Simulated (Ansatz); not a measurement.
# BFH₆Si₂ (SMILES F[SiH2]B[SiH3]): what the fields show

```xyz
10

F    -2.1824    0.9651    0.1160
Si   -0.8848    1.3176   -0.7650
B     0.6791    0.1466   -0.3575
Si    0.6778   -1.3647    0.9580
H    -1.2787    1.1885   -2.1955
H    -0.5341    2.7390   -0.4865
H     1.6616    0.3508   -1.0133
H     0.1551   -2.5213    0.1664
H    -0.2370   -1.1458    2.1092
H     2.0266   -1.7269    1.4709
```

Geometry: PBE0-D4/def2-TZVP.

Method: RKS PBE0-D4/def2-TZVPP (Ansatz).

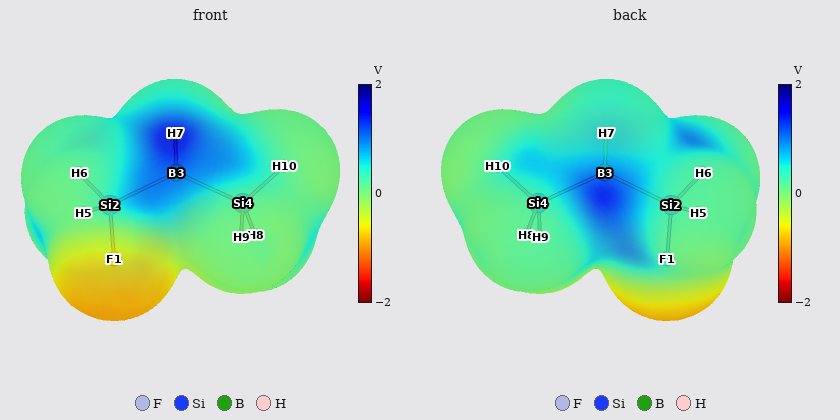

Figure 1. The electrostatic potential painted on the density surface at 0.001 e/bohr³, seen from the front and from behind; the colour scale runs from red (negative) to blue (positive).

Question: Describe the electrostatic potential map.

Answer: The most negative region (about −0.9 V) lies over F1, the most positive (about +1.6 V) over B3.

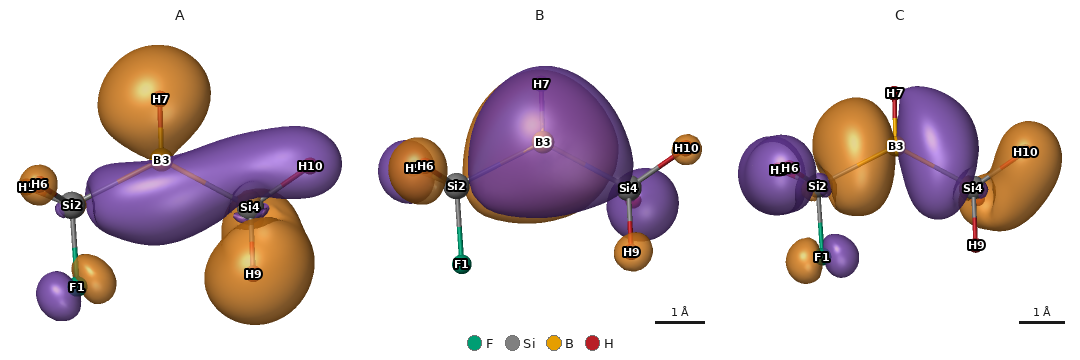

Figure 2. Three frontier orbitals at ±0.08 Å⁻³ᐟ² (orange and purple are the two phases), in no order.

Question: Order the three orbitals by energy and name them.

Answer: A is the HOMO−1 (−9.12 eV). By Hirshfeld shares it lies mainly on B3 (about 30 %), Si4 (about 25 %), H7 (about 15 %), H9 (about 10 %) and Si2 (about 5 %). C is the HOMO (−8.10 eV). It lies mainly on B3 (about 35 %), Si2 (about 25 %) and Si4 (about 20 %). B is the LUMO (−3.05 eV). Its weight (Hirshfeld) is mainly on B3 (about 55 %), Si2 (about 15 %) and Si4 (about 15 %).

Question: What is the HOMO–LUMO gap?

Answer: 5.05 eV between the orbital energies.

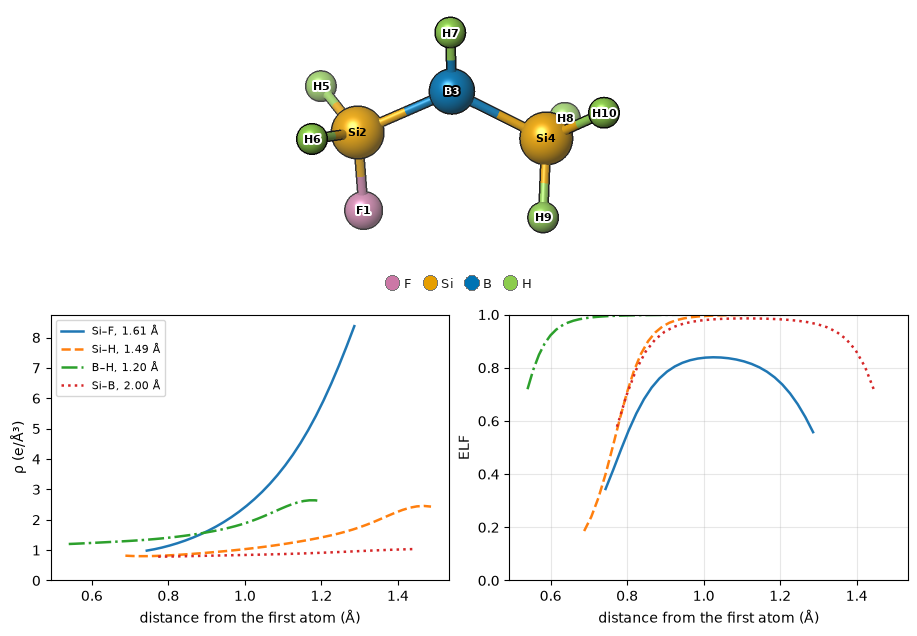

Figure 3. Electron density and ELF along straight lines between neighbouring atoms. The curves leave out the atomic cores. The structure is drawn too.

Question: What can be read from the curves?

Answer: Si–F (1.61 Å): ρ at the midpoint is about 1.2 e/Å³; the ELF peaks at about 0.85 in the valence shell of F, 0.6 Å from its nucleus, and is about 0.55 at the midpoint.
Si–H (1.49 Å): ρ is about 0.8 e/Å³ halfway; the ELF climbs to about 1 towards the hydrogen, as it does in any bond to H.
B–H (1.20 Å): the density is about 1.2 e/Å³ at the midpoint; the ELF climbs to about 1 towards the hydrogen; a covalent bond by its length.
Si–B (2.00 Å): the density is about 0.84 e/Å³ at the midpoint; the ELF peaks at about 1 between the atoms: a covalent bond.
